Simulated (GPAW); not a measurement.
## Calculation of the molecule and its ions, with input and output: C$_{2}$H$_{3}$P (part 2 of 2)

Continued. System: C$_{2}$H$_{3}$P (1-phosphapropyne), SMILES CC#P. Method: optPBE-vdW/dzp, scalar-relativistic datasets (GPAW 26.7.0). The geometry comes from this level: UFF from SMILES.

Geometry of the input (Å):
```
C  -0.5598  -0.0057  -0.0077
C  0.9028  0.0093  0.0125
P  2.4450  0.0251  0.0338
H  -0.9391  -0.3784  0.9659
H  -0.9113  -0.6727  -0.8215
H  -0.9376  1.0225  -0.1829
```

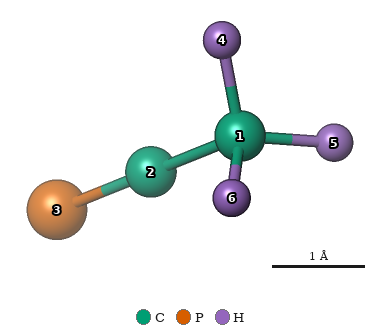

Fig. 1: The input geometry (ball-and-stick view, seen at a tilt; atoms are numbered from 1 in the order of the input).

### The program's output, continued
```
Fermi level: -3.878
Eigenvalues  # (at kpt = [0.000, 0.000, 0.000])
| band index |      eig [eV] | occ [0-2] |
|------------|---------------|-----------|
|          0 |       -19.215 |     2.000 |
|          1 |       -16.364 |     2.000 |
|          2 |       -11.759 |     2.000 |
|          3 |       -10.743 |     2.000 |
|          4 |       -10.742 |     2.000 |
|          5 |        -8.166 |     2.000 |
|          6 |        -6.210 |     2.000 |
|          7 |        -6.210 |     2.000 |
|          8 |        -1.545 |     0.000 |
|          9 |        -1.545 |     0.000 |
|         10 |         1.541 |     0.000 |
|         11 |         2.936 |     0.000 |
|         12 |         3.223 |     0.000 |
|         13 |         3.224 |     0.000 |

Gap: 4.665 eV
Transition (v -> c):
  (s=0, k=0, n=7, [0.00, 0.00, 0.00]) -> (s=0, k=0, n=8, [0.00, 0.00, 0.00])
No difference between direct/indirect transitions
vacuum-level: 0.000  # V
neutral       -45.31273 eV
  __  _  _
 | _ |_)|_||  |
 |__||  | ||/\| - 26.7.0

units:  Angstrom and eV
cores:  1
OpenMP: False

Versions:
  Python: 3.12.14
  ASE:    3.29.0
  Numpy:  2.5.5
  Scipy:  1.18.1
  Libxc:  7.0.0

        _gpaw.cpython-312-aarch64-linux-gnu.so

Input parameters:
  mode=LCAO(),
  basis={'default': 'dzp'},
  charge=1,
  h=0.18,
  maxiter=120,
  occupations=Occupations(name='fermi-dirac', width=0.0, fixmagmom=True),
  symmetry=Symmetry(point_group=False, time_reversal=False),
  xc=XC(name='optPBE-vdW', backend='libvdwxc')

timing:  # [seconds]
  Total: 28.771  # ━━━━━━━━━━━━━━━━━━━━━━━━━━━━━━━━━━━━━━━━━━━━━━━━━━━━━━━━━━
  Init:   7.879  # ━━━━━━━━━━━━━━━━
  SCF:   20.845  # ━━━━━━━━━━━━━━━━━━━━━━━━━━━━━━━━━━━━━━━━━━

Max RSS: 1412.344  # MiB
        .-----------------------------.
       /|                             |
      / |                             |
     /  |                             |
    /   |                             |
   /    |                             |
  /     |                             |
 *      |                             |
 |      |                             |
 |      |      H                      |
 |      |       C   C   P             |
 |      |                             |
 |      |      H                      |
 |      .-----------------------------.
 |     /                             /
 |    /                             /
 |   /                             /
 |  /                             /
 | /                             /
 |/                             /
 *-----------------------------*

Atoms  # Å, Bohr magnetons
|   | symbol |        x |        y |        z |    initial magnetic moments |
|---|--------|----------|----------|----------|-----------------------------|
| 0 |      C | 4.879296 | 5.166958 | 5.313801 | ( 0.0000,  0.0000,  0.1667) |
| 1 |      C | 6.341926 | 5.181967 | 5.334041 | ( 0.0000,  0.0000,  0.1667) |
| 2 |      P | 7.884098 | 5.197792 | 5.355383 | ( 0.0000,  0.0000,  0.1667) |
| 3 |      H | 4.500000 | 4.794291 | 6.287425 | ( 0.0000,  0.0000,  0.1667) |
| 4 |      H | 4.527756 | 4.500000 | 4.500000 | ( 0.0000,  0.0000,  0.1667) |
| 5 |      H | 4.501521 | 6.195205 | 5.138638 | ( 0.0000,  0.0000,  0.1667) |

Unit cell  # Å
| periodic |         x |         y |         z |   lengths |    angles |
|----------|-----------|-----------|-----------|-----------|-----------|
|       no | 12.384098 |  0.000000 |  0.000000 | 12.384098 | 90.000000 |
|       no |  0.000000 | 10.695205 |  0.000000 | 10.695205 | 90.000000 |
|       no |  0.000000 |  0.000000 | 10.787425 | 10.787425 | 90.000000 |

Number of symmetries: 1
Symmetry operations  # r_c * U_cc + t_c -> r_c
|   | kind |            matrix            |
|---|------|------------------------------|
| 0 |  E   |  1, 0, 0,  0, 1, 0,  0, 0, 1 |

BZ-sampling:
  Number of BZ points: 1
  Number of IBZ points: 1

  Monkhorst-Pack size: [1, 1, 1]
  Monkhorst-Pack shift: [0, 0, 0]

K-points  # in reciprocal-cell coordinates
|   |                                coordinates |     weight |
|---|--------------------------------------------|------------|
| 0 | (  0.00000000,   0.00000000,   0.00000000) | 1.00000000 |

basis functions: 54
Spin-components: 2 (collinear spins)
Bands:           14
Projectors:      24
Spin-degeneracy: 1
Datatype:        <class 'float'>

  Storage: CPU
  Wave functions: 12_096 bytes (12_096 per core)

Parallelization:
  kpt:    1
  domain: 1
  band:   1

Density:
  Valence electrons: 16.0
  Components: 2
  Grid points: [68 60 60]
  Charge: 1.0  # |e|

Potential:
  Grid points: [68 60 60]

species:
  C:
    name:    Carbon
    Z:       6.0
    valence: 4
    core:    2
    charge:  0.0  # [|e|]
    file:    C.PBE.gz
    compensation charges:
      type: gauss
      rc: 0.20  # [Å]
      lmax: 2
    cutoffs:
      filter: 1.14  # [Å]
      core: 1.14  # [Å]
    projectors
    | kind |    occ | energy [eV] | rcut [Å] |
    |------|--------|-------------|----------|
    |   2s |  2.000 |     -13.751 |    0.635 |
    |   2p |  2.000 |      -5.284 |    0.635 |
    |    s |        |      13.461 |    0.635 |
    |    p |        |      21.927 |    0.635 |
    |    d |        |       0.000 |    0.635 |

    LCAO basis set for C:
      Name: dzp
      File: C.dzp.basis.gz
      Number of radial functions: 5
      Number of spherical harmonics: 13
        l=0, rc=5.5469 Bohr: 2s-sz confined orbital
        l=1, rc=6.6719 Bohr: 2p-sz confined orbital
        l=0, rc=3.0312 Bohr: 2s-dz split-valence wave
        l=1, rc=3.7500 Bohr: 2p-dz split-valence wave
        l=2, rc=6.6719 Bohr: d-type Gaussian polarization
      Number of RI-basis functions 0

  P:
    name:    Phosphorus
    Z:       15.0
    valence: 5
    core:    10
    charge:  0.0  # [|e|]
    file:    P.PBE.gz
    compensation charges:
      type: gauss
      rc: 0.30  # [Å]
      lmax: 2
    cutoffs:
      filter: 1.69  # [Å]
      core: 1.81  # [Å]
    projectors
    | kind |    occ | energy [eV] | rcut [Å] |
    |------|--------|-------------|----------|
    |   3s |  2.000 |     -13.968 |    0.953 |
    |   3p |  3.000 |      -5.506 |    0.953 |
    |    s |        |      13.244 |    0.953 |
    |    p |        |      21.705 |    0.953 |
    |    d |        |       0.000 |    0.953 |

    LCAO basis set for P:
      Name: dzp
      File: P.dzp.basis.gz
      Number of radial functions: 5
      Number of spherical harmonics: 13
        l=0, rc=6.0938 Bohr: 3s-sz confined orbital
        l=1, rc=7.7031 Bohr: 3p-sz confined orbital
        l=0, rc=3.4375 Bohr: 3s-dz split-valence wave
        l=1, rc=4.4688 Bohr: 3p-dz split-valence wave
        l=2, rc=7.7031 Bohr: d-type Gaussian polarization
      Number of RI-basis functions 0

  H:
    name:    Hydrogen
    Z:       1.0
    valence: 1
    core:    0
    charge:  0.0  # [|e|]
    file:    H.PBE.gz
    compensation charges:
      type: gauss
      rc: 0.15  # [Å]
      lmax: 2
    cutoffs:
      filter: 0.85  # [Å]
      core: 0.53  # [Å]
    projectors
    | kind |    occ | energy [eV] | rcut [Å] |
    |------|--------|-------------|----------|
    |   1s |  1.000 |      -6.494 |    0.476 |
    |    s |        |      20.717 |    0.476 |
    |    p |        |       0.000 |    0.476 |

    LCAO basis set for H:
      Name: dzp
      File: H.dzp.basis.gz
      Number of radial functions: 3
      Number of spherical harmonics: 5
        l=0, rc=6.4219 Bohr: 1s-sz confined orbital
        l=0, rc=3.6094 Bohr: 1s-dz split-valence wave
        l=1, rc=6.4219 Bohr: p-type Gaussian polarization
      Number of RI-basis functions 0

Reference energy: -11395.640376  # eV

eigensolver:
  <gpaw.new.lcao.eigensolver.LCAOEigensolver object at 0xf8c6e2937530>
density mixing:
  MSR1-Mixer
  Pratt-step length: 0.05
  Maximum mixing coefficient: 0.75
  Old densities: 10
  SVD Regularization: 0.005
  Good broyden scale: 1.0
  Trust region scale: 1.0
  Backstep threshold: 4.0
  History deletion threshold: 6.0
  Fourier metric: weight=20.0, sigma=0.015

occupation numbers:
  Fixed magnetic moment: 1.000
  # Zero width

FastPoissonSolver using
    Stencil: 6*3+1=19 point O(h^6) finite-difference Laplacian
    FFT axes: []
    FST axes: [np.int64(1), np.int64(2), np.int64(0)]

xc functional:
  name: vdW-optPBE with libvdwxc
  Mode: serial
  Semilocal: GGA_X_OPTPBE_VDW+LDA_C_PW with 2 nearest neighbor stencil
  Corresponding non-local functional: vdW-DF
  Local blocksize: 136 x 120 x 120
  PAW datasets: PBE
interpolation: tri-quintic # 5. degree polynomial

        .-----------------------------.
       /|                             |
      / |                             |
     /  |                             |
    /   |                             |
   /    |                             |
  /     |                             |
 *      |                             |
 |      |                             |
 |      |      H                      |
 |      |       C   C   P             |
 |      |                             |
 |      |      H                      |
 |      .-----------------------------.
 |     /                             /
 |    /                             /
 |   /                             /
 |  /                             /
 | /                             /
 |/                             /
 *-----------------------------*

Atoms  # Å, Bohr magnetons
|   | symbol |        x |        y |        z |    initial magnetic moments |
|---|--------|----------|----------|----------|-----------------------------|
| 0 |      C | 4.879296 | 5.166958 | 5.313801 | ( 0.0000,  0.0000,  0.1667) |
| 1 |      C | 6.341926 | 5.181967 | 5.334041 | ( 0.0000,  0.0000,  0.1667) |
| 2 |      P | 7.884098 | 5.197792 | 5.355383 | ( 0.0000,  0.0000,  0.1667) |
| 3 |      H | 4.500000 | 4.794291 | 6.287425 | ( 0.0000,  0.0000,  0.1667) |
| 4 |      H | 4.527756 | 4.500000 | 4.500000 | ( 0.0000,  0.0000,  0.1667) |
| 5 |      H | 4.501521 | 6.195205 | 5.138638 | ( 0.0000,  0.0000,  0.1667) |

Unit cell  # Å
| periodic |         x |         y |         z |   lengths |    angles |
|----------|-----------|-----------|-----------|-----------|-----------|
|       no | 12.384098 |  0.000000 |  0.000000 | 12.384098 | 90.000000 |
|       no |  0.000000 | 10.695205 |  0.000000 | 10.695205 | 90.000000 |
|       no |  0.000000 |  0.000000 | 10.787425 | 10.787425 | 90.000000 |

Number of symmetries: 1
Symmetry operations  # r_c * U_cc + t_c -> r_c
|   | kind |            matrix            |
|---|------|------------------------------|
| 0 |  E   |  1, 0, 0,  0, 1, 0,  0, 0, 1 |

BZ-sampling:
  Number of BZ points: 1
  Number of IBZ points: 1

  Monkhorst-Pack size: [1, 1, 1]
  Monkhorst-Pack shift: [0, 0, 0]

K-points  # in reciprocal-cell coordinates
|   |                                coordinates |     weight |
|---|--------------------------------------------|------------|
| 0 | (  0.00000000,   0.00000000,   0.00000000) | 1.00000000 |

basis functions: 54
Spin-components: 2 (collinear spins)
Bands:           14
Projectors:      24
Spin-degeneracy: 1
Datatype:        <class 'float'>

  Storage: CPU
  Wave functions: 12_096 bytes (12_096 per core)

Parallelization:
  kpt:    1
  domain: 1
  band:   1

Density:
  Valence electrons: 16.0
  Components: 2
  Grid points: [68 60 60]
  Charge: 1.0  # |e|

Potential:
  Grid points: [68 60 60]

species:
  C:
    name:    Carbon
    Z:       6.0
    valence: 4
    core:    2
    charge:  0.0  # [|e|]
    file:    C.PBE.gz
    compensation charges:
      type: gauss
      rc: 0.20  # [Å]
      lmax: 2
    cutoffs:
      filter: 1.14  # [Å]
      core: 1.14  # [Å]
    projectors
    | kind |    occ | energy [eV] | rcut [Å] |
    |------|--------|-------------|----------|
    |   2s |  2.000 |     -13.751 |    0.635 |
    |   2p |  2.000 |      -5.284 |    0.635 |
    |    s |        |      13.461 |    0.635 |
    |    p |        |      21.927 |    0.635 |
    |    d |        |       0.000 |    0.635 |

    LCAO basis set for C:
      Name: dzp
      File: C.dzp.basis.gz
      Number of radial functions: 5
      Number of spherical harmonics: 13
        l=0, rc=5.5469 Bohr: 2s-sz confined orbital
        l=1, rc=6.6719 Bohr: 2p-sz confined orbital
        l=0, rc=3.0312 Bohr: 2s-dz split-valence wave
        l=1, rc=3.7500 Bohr: 2p-dz split-valence wave
        l=2, rc=6.6719 Bohr: d-type Gaussian polarization
      Number of RI-basis functions 0

  P:
    name:    Phosphorus
    Z:       15.0
    valence: 5
    core:    10
    charge:  0.0  # [|e|]
    file:    P.PBE.gz
    compensation charges:
      type: gauss
      rc: 0.30  # [Å]
      lmax: 2
    cutoffs:
      filter: 1.69  # [Å]
      core: 1.81  # [Å]
    projectors
    | kind |    occ | energy [eV] | rcut [Å] |
    |------|--------|-------------|----------|
    |   3s |  2.000 |     -13.968 |    0.953 |
    |   3p |  3.000 |      -5.506 |    0.953 |
    |    s |        |      13.244 |    0.953 |
    |    p |        |      21.705 |    0.953 |
    |    d |        |       0.000 |    0.953 |

    LCAO basis set for P:
      Name: dzp
      File: P.dzp.basis.gz
      Number of radial functions: 5
      Number of spherical harmonics: 13
        l=0, rc=6.0938 Bohr: 3s-sz confined orbital
        l=1, rc=7.7031 Bohr: 3p-sz confined orbital
        l=0, rc=3.4375 Bohr: 3s-dz split-valence wave
        l=1, rc=4.4688 Bohr: 3p-dz split-valence wave
        l=2, rc=7.7031 Bohr: d-type Gaussian polarization
      Number of RI-basis functions 0

  H:
    name:    Hydrogen
    Z:       1.0
    valence: 1
    core:    0
    charge:  0.0  # [|e|]
    file:    H.PBE.gz
    compensation charges:
      type: gauss
      rc: 0.15  # [Å]
      lmax: 2
    cutoffs:
      filter: 0.85  # [Å]
      core: 0.53  # [Å]
    projectors
    | kind |    occ | energy [eV] | rcut [Å] |
    |------|--------|-------------|----------|
    |   1s |  1.000 |      -6.494 |    0.476 |
    |    s |        |      20.717 |    0.476 |
    |    p |        |       0.000 |    0.476 |

    LCAO basis set for H:
      Name: dzp
      File: H.dzp.basis.gz
      Number of radial functions: 3
      Number of spherical harmonics: 5
        l=0, rc=6.4219 Bohr: 1s-sz confined orbital
        l=0, rc=3.6094 Bohr: 1s-dz split-valence wave
        l=1, rc=6.4219 Bohr: p-type Gaussian polarization
      Number of RI-basis functions 0

Reference energy: -11395.640376  # eV

eigensolver:
  <gpaw.new.lcao.eigensolver.LCAOEigensolver object at 0xf8c6e2a0f530>
density mixing:
  MSR1-Mixer
  Pratt-step length: 0.05
  Maximum mixing coefficient: 0.75
  Old densities: 10
  SVD Regularization: 0.005
  Good broyden scale: 1.0
  Trust region scale: 1.0
  Backstep threshold: 4.0
  History deletion threshold: 6.0
  Fourier metric: weight=20.0, sigma=0.015

occupation numbers:
  Fixed magnetic moment: 1.000
  # Zero width

FastPoissonSolver using
    Stencil: 6*3+1=19 point O(h^6) finite-difference Laplacian
    FFT axes: []
    FST axes: [np.int64(1), np.int64(2), np.int64(0)]

xc functional:
  name: vdW-optPBE with libvdwxc
  Mode: serial
  Semilocal: GGA_X_OPTPBE_VDW+LDA_C_PW with 2 nearest neighbor stencil
  Corresponding non-local functional: vdW-DF
  Local blocksize: 136 x 120 x 120
  PAW datasets: PBE
interpolation: tri-quintic # 5. degree polynomial

Initialization done in: 11.642 s

convergence criteria:
- Maximum [total energy] change in last 3 cyles: 0.0005 eV / valence electron
- Maximum integral of absolute [dens]ity change: 0.0001 electrons / valence electron
- Maximum integral of absolute [eigenst]ate change: 4e-08 eV^2 / valence electron
maximum number of iterations: 120

SCF iterations
|iter     |     time |      energy | eigst |  dens |  magmom |
|---------|----------|-------------|-------|-------|---------|
|iter:   1| 00:00:41 |  -42.886714 |      c|       |  +0.9989|
|iter:   2| 00:00:45 |  -40.250212 |      c| -0.34 |  +0.9989|
|iter:   3| 00:00:49 |  -37.503151 |      c| -0.48 |  +0.9991|
|iter:   4| 00:00:53 |  -35.841640 |      c| -0.63 |  +0.9994|
|iter:   5| 00:00:57 |  -35.618349 |      c| -0.87 |  +0.9996|
|iter:   6| 00:01:01 |  -35.582507 |      c| -1.07 |  +0.9999|
|iter:   7| 00:01:05 |  -35.587290 |      c| -1.62 |  +1.0000|
|iter:   8| 00:01:09 |  -35.586600c|      c| -1.89 |  +1.0000|
|iter:   9| 00:01:13 |  -35.586745c|      c| -2.16 |  +1.0000|
|iter:  10| 00:01:17 |  -35.586732c|      c| -2.34 |  +1.0000|
|iter:  11| 00:01:22 |  -35.586830c|      c| -2.54 |  +1.0000|
|iter:  12| 00:01:26 |  -35.586951c|      c| -2.71 |  +1.0000|
|iter:  13| 00:01:30 |  -35.586959c|      c| -3.29 |  +1.0000|
|iter:  14| 00:01:34 |  -35.586964c|      c| -3.54 |  +1.0000|
|iter:  15| 00:01:38 |  -35.586964c|      c| -3.69 |  +1.0000|
|iter:  16| 00:01:42 |  -35.586961c|      c| -3.64 |  +1.0000|
|iter:  17| 00:01:46 |  -35.586947c|      c| -3.40 |  +1.0000|
|iter:  18| 00:01:51 |  -35.586943c|      c| -3.22 |  +1.0000|
|iter:  19| 00:01:55 |  -35.587005c|      c| -3.07 |  +1.0000|
|iter:  20| 00:01:59 |  -35.586827c|      c| -3.35 |  +1.0000|
|iter:  21| 00:02:03 |  -35.587007c|      c| -2.39 |  +1.0000|
|iter:  22| 00:02:07 |  -35.587007c|      c| -2.95 |  +1.0000|
|iter:  23| 00:02:11 |  -35.587018c|      c| -2.90 |  +1.0000|
|iter:  24| 00:02:15 |  -35.586974c|      c| -3.68 |  +1.0000|
|iter:  25| 00:02:19 |  -35.586970c|      c| -2.69 |  +1.0000|
|iter:  26| 00:02:24 |  -35.586969c|      c| -2.67 |  +1.0000|
|iter:  27| 00:02:28 |  -35.586968c|      c| -2.66 |  +1.0000|
|iter:  28| 00:02:32 |  -35.586968c|      c| -2.66 |  +1.0000|
|iter:  29| 00:02:36 |  -35.586968c|      c| -2.66 |  +1.0000|
|iter:  30| 00:02:40 |  -35.586968c|      c| -2.66 |  +1.0000|
|iter:  31| 00:02:44 |  -35.586967c|      c| -2.66 |  +1.0000|
|iter:  32| 00:02:48 |  -35.586973c|      c| -2.66 |  +1.0000|
|iter:  33| 00:02:52 |  -35.586980c|      c| -2.68 |  +1.0000|
|iter:  34| 00:02:57 |  -35.587023c|      c| -2.70 |  +1.0000|
|iter:  35| 00:03:01 |  -35.587026c|      c| -3.25 |  +1.0000|
|iter:  36| 00:03:05 |  -35.587027c|      c| -3.55 |  +1.0000|
|iter:  37| 00:03:09 |  -35.587026c|      c| -3.51 |  +1.0000|
|iter:  38| 00:03:13 |  -35.587026c|      c| -3.61 |  +1.0000|
|iter:  39| 00:03:17 |  -35.587025c|      c| -3.40 |  +1.0000|
|iter:  40| 00:03:21 |  -35.587025c|      c| -3.83 |  +1.0000|
|iter:  41| 00:03:26 |  -35.587024c|      c| -4.34c|  +1.0000|

Converged in 41 steps
SCF loop duration: 165.054 s (4.026 s/step)
Energy contributions relative to reference atoms: (reference = -11395.640376)

Energy contributions:
  Kinetic:          20.553004
  Coulomb:         -22.275783
  Zero:              0.079887
  External:          0.000000
  Xc:              -33.944132
  Entropy:           0.000000
  Spinorbit:         0.000000
  ----------------------------
  Free energy:     -35.587024
  Extrapolated:    -35.587024

dipole moment: (6.477824, 5.169742, 5.318716)  # |e|*Ang

Total magnetic moment: (0.000000, 0.000000, 1.000001)

Local magnetic moments
|        x |        y |        z |
|----------|----------|----------|
| 0.000000 | 0.000000 | 0.011243 |  # C    0
| 0.000000 | 0.000000 | 0.134774 |  # C    1
| 0.000000 | 0.000000 | 0.196421 |  # P    2
| 0.000000 | 0.000000 | 0.005509 |  # H    3
| 0.000000 | 0.000000 | 0.026486 |  # H    4
| 0.000000 | 0.000000 | 0.007228 |  # H    5

Fermi levels: -11.277, -13.322
Eigenvalues  # (at kpt = [0.000, 0.000, 0.000])
| band index |      eig [eV] | occ [0-1] |      eig [eV] | occ [0-1] |
|------------|---------------|-----------|---------------|-----------|
|          0 |       -26.528 |     1.000 |       -26.074 |     1.000 |
|          1 |       -24.164 |     1.000 |       -23.757 |     1.000 |
|          2 |       -18.627 |     1.000 |       -18.361 |     1.000 |
|          3 |       -17.247 |     1.000 |       -16.870 |     1.000 |
|          4 |       -16.895 |     1.000 |       -16.823 |     1.000 |
|          5 |       -15.698 |     1.000 |       -15.444 |     1.000 |
|          6 |       -14.425 |     1.000 |       -13.454 |     1.000 |
|          7 |       -13.698 |     1.000 |       -13.190 |     0.000 |
|          8 |        -9.365 |     0.000 |        -8.558 |     0.000 |
|          9 |        -8.735 |     0.000 |        -8.358 |     0.000 |
|         10 |        -4.182 |     0.000 |        -3.788 |     0.000 |
|         11 |        -3.563 |     0.000 |        -3.460 |     0.000 |
|         12 |        -2.079 |     0.000 |        -1.950 |     0.000 |
|         13 |        -1.938 |     0.000 |        -1.909 |     0.000 |

Gap: 3.825 eV
Transition (v -> c):
  (s=1, k=0, n=7, [0.00, 0.00, 0.00]) -> (s=0, k=0, n=8, [0.00, 0.00, 0.00])
No difference between direct/indirect transitions
vacuum-level: 0.000  # V
oxidised      -35.58702 eV
Vertical IP = 9.726 eV
```

### Key numbers

| quantity | value |
| --- | --- |
| outcome | converged |
| ionisation energy | 9.73 eV |
| wall time | 3.4 min |
| peak memory | 1.9 GiB |
